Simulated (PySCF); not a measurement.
Reaction-energy calculation, with input and output: CH5FGeO

CH5FGeO, SMILES C[O][GeH2][F], computed with PBE0-D3(BJ)/def2-TZVPD reaction energy of separated species, gas phase (PySCF 2.14.0).

The geometry comes from this level: PBE0-D3(BJ)/def2-SVPD.

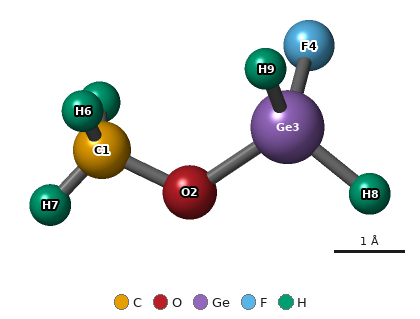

Fig. 1: The structure as given in the input (ball-and-stick view, seen at a tilt; atoms are numbered from 1 in the order of the input). Sticks mark near contacts.

**Summary**

| quantity | value |
| --- | --- |
| outcome | converged |
| hardware | 1 CPU thread, shared host |
| wall time | 14 s |
| peak memory | 0.68 GiB |

**Input file**
```
{"job": {"kind": "react", "xc": "PBE0", "basis": "def2-TZVPD", "disp": "d3bj"}, "charge": 0, "multiplicity": 1}
-1 CH5FGeO charge 0 multiplicity 1
C      0.478780    -1.267650     0.318960
O     -0.661660    -0.560960    -0.112740
Ge    -0.579570     1.172910    -0.426970
F     -0.249760     1.961790     1.108580
H      0.756640    -0.995900     1.350300
H      1.349670    -1.090400    -0.337130
H      0.242830    -2.340360     0.292320
H     -1.967460     1.609080    -0.884770
H      0.630280     1.511360    -1.308600

+1 FGeH2 charge 0 multiplicity 2
F      0.086260     1.263520     0.928000
Ge     0.110800    -0.361060     0.236880
H      1.142470    -0.290050    -0.917270
H     -1.339530    -0.612410    -0.247610

+1 CH3O charge 0 multiplicity 2
C     -0.037420     0.012940     0.013610
O      1.290210    -0.191220     0.168050
H     -0.482920    -0.867080    -0.499600
H     -0.521060    -0.003760     1.014940
H     -0.307380     0.942590    -0.521020
```

The first line tells a small driver script what to run in PySCF; the rest is the geometry in Å.

Run as:
```bash
OMP_NUM_THREADS=1 python <driver script> task.json out
```

**Log**
```
species 1 (CH5FGeO)
coarse grid: 35440 points
cycle   1  E = -2292.6662502038  dE = -3.457e-01  |g| = 1.095e+00  |ddm| = 2.354e+00
cycle   2  E = -2292.2914163625  dE =  3.748e-01  |g| = 1.881e+00  |ddm| = 1.684e+00
cycle   3  E = -2292.8281806239  dE = -5.368e-01  |g| = 1.661e-01  |ddm| = 1.095e+00
cycle   4  E = -2292.8315521372  dE = -3.372e-03  |g| = 6.179e-02  |ddm| = 1.314e-01
cycle   5  E = -2292.8319579750  dE = -4.058e-04  |g| = 2.276e-02  |ddm| = 4.050e-02
cycle   6  E = -2292.8320339132  dE = -7.594e-05  |g| = 4.833e-03  |ddm| = 1.334e-02
cycle   7  E = -2292.8320377736  dE = -3.860e-06  |g| = 5.585e-04  |ddm| = 3.498e-03
final grid: 73920 points
cycle   8  E = -2292.8320262905  dE = -1.718e-07  |g| = 5.735e-04  |ddm| = 4.677e-03
cycle   9  E = -2292.8320262622  dE =  2.824e-08  |g| = 7.073e-04  |ddm| = 7.729e-04
cycle  10  E = -2292.8320263485  dE = -8.627e-08  |g| = 8.090e-05  |ddm| = 3.902e-04
cycle  11  E = -2292.8320263495  dE = -9.713e-10  |g| = 1.792e-05  |ddm| = 5.220e-05
converged SCF energy = -2292.8320263495

species 2 (FGeH2)
coarse grid: 17664 points
cycle   1  E = -2177.6230798976  dE = -6.132e-01  |g| = 6.130e-01  |ddm| = 1.095e+00
cycle   2  E = -2177.3156524554  dE =  3.074e-01  |g| = 1.171e+00  |ddm| = 8.505e-01
cycle   3  E = -2177.7100404832  dE = -3.944e-01  |g| = 1.700e-01  |ddm| = 5.890e-01
cycle   4  E = -2177.7171628176  dE = -7.122e-03  |g| = 2.738e-02  |ddm| = 9.588e-02
cycle   5  E = -2177.7173576738  dE = -1.949e-04  |g| = 4.602e-03  |ddm| = 2.383e-02
cycle   6  E = -2177.7173716517  dE = -1.398e-05  |g| = 1.013e-03  |ddm| = 5.854e-03
cycle   7  E = -2177.7173724621  dE = -8.104e-07  |g| = 3.292e-04  |ddm| = 1.695e-03
final grid: 35392 points
cycle   8  E = -2177.7173061141  dE = -1.221e-07  |g| = 4.777e-04  |ddm| = 7.473e-04
cycle   9  E = -2177.7173059852  dE =  1.288e-07  |g| = 8.335e-04  |ddm| = 5.829e-04
cycle  10  E = -2177.7173061892  dE = -2.040e-07  |g| = 2.743e-05  |ddm| = 3.633e-04
cycle  11  E = -2177.7173061902  dE = -9.923e-10  |g| = 1.228e-05  |ddm| = 5.203e-05
converged SCF energy = -2177.7173061902

species 3 (CH3O)
coarse grid: 4032 points
cycle   1  E = -114.8856735652  dE =  6.787e-02  |g| = 3.938e-01  |ddm| = 1.041e+00
cycle   2  E = -114.7667551243  dE =  1.189e-01  |g| = 7.081e-01  |ddm| = 6.212e-01
cycle   3  E = -114.9684199834  dE = -2.017e-01  |g| = 5.524e-02  |ddm| = 3.723e-01
cycle   4  E = -114.9706465335  dE = -2.227e-03  |g| = 1.829e-02  |ddm| = 6.663e-02
cycle   5  E = -114.9708751405  dE = -2.286e-04  |g| = 9.007e-03  |ddm| = 1.939e-02
cycle   6  E = -114.9709248116  dE = -4.967e-05  |g| = 1.989e-03  |ddm| = 8.324e-03
cycle   7  E = -114.9709275796  dE = -2.768e-06  |g| = 3.997e-04  |ddm| = 2.467e-03
final grid: 38536 points
cycle   8  E = -114.9690799682  dE = -1.571e-05  |g| = 4.693e-03  |ddm| = 3.843e-02
cycle   9  E = -114.9690720094  dE =  7.959e-06  |g| = 6.528e-03  |ddm| = 5.185e-03
cycle  10  E = -114.9690879174  dE = -1.591e-05  |g| = 4.058e-04  |ddm| = 3.117e-03
cycle  11  E = -114.9690879902  dE = -7.287e-08  |g| = 1.152e-04  |ddm| = 3.337e-04
cycle  12  E = -114.9690879994  dE = -9.209e-09  |g| = 3.413e-05  |ddm| = 1.093e-04
cycle  13  E = -114.9690880026  dE = -3.195e-09  |g| = 1.999e-05  |ddm| = 8.535e-05
cycle  14  E = -114.9690880049  dE = -2.299e-09  |g| = 1.877e-05  |ddm| = 6.883e-05
cycle  15  E = -114.9690880086  dE = -3.706e-09  |g| = 1.773e-05  |ddm| = 1.162e-04
cycle  16  E = -114.9690880286  dE = -1.999e-08  |g| = 1.023e-05  |ddm| = 8.274e-04
cycle  17  E = -114.9690880377  dE = -9.058e-09  |g| = 1.887e-06  |ddm| = 9.393e-04
cycle  18  E = -114.9690880378  dE = -1.135e-10  |g| = 6.579e-07  |ddm| = 1.087e-04
converged SCF energy = -114.9690880378

Reaction energy = 92.684 kcal/mol
```
